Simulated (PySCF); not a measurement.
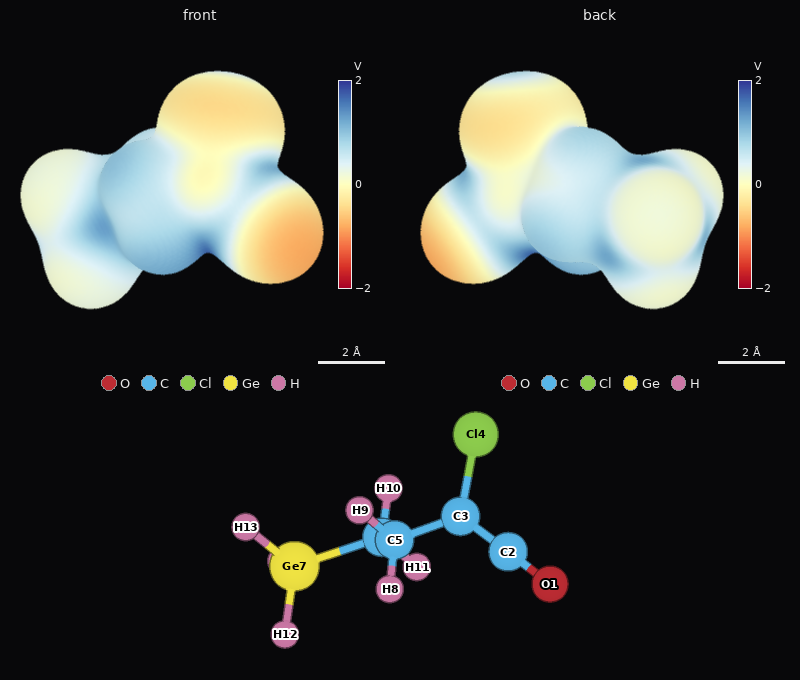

Figure. C4H7ClGeO (SMILES O=C=C(Cl)C[CH2][GeH3]). The electrostatic potential painted on the density surface at 0.002 e/bohr³, seen from the front and from behind; the colour scale runs from red (negative) to blue (positive). The bare structure is drawn below in the same view.

Geometry: GFN2-xTB.

The calculation used PySCF 2.14.0, CAM-B3LYP/def2-SVPD, SCF density, gas phase.

```yaml
atoms:
  - { symbol: O, position_ang: [-3.3649, -2.0426, 0.5709] }
  - { symbol: C, position_ang: [-2.6792, -1.1067, 0.6696] }
  - { symbol: C, position_ang: [-1.9167, -0.0592, 0.7411] }
  - { symbol: Cl, position_ang: [-2.3912, 1.2007, 1.8682] }
  - { symbol: C, position_ang: [-0.6180, 0.1299, 0.0087] }
  - { symbol: C, position_ang: [0.5779, 0.0305, 0.9515] }
  - { symbol: Ge, position_ang: [2.2807, 0.3249, -0.0015] }
  - { symbol: H, position_ang: [-0.5476, -0.6298, -0.7730] }
  - { symbol: H, position_ang: [-0.6289, 1.1126, -0.4704] }
  - { symbol: H, position_ang: [0.4757, 0.7712, 1.7462] }
  - { symbol: H, position_ang: [0.5902, -0.9505, 1.4299] }
  - { symbol: H, position_ang: [2.4896, -0.7171, -1.0520] }
  - { symbol: H, position_ang: [2.2868, 1.6545, -0.6832] }
  - { symbol: H, position_ang: [3.4448, 0.2811, 0.9321] }
```

Q: Describe the electrostatic potential map.

A: The most negative region (about −0.8 V) lies over O1, the most positive (about +1.6 V) over C2. Cl4 shows a σ-hole: about +0.7 V at the tip opposite its bond, against about −0.2 V on its flanks.
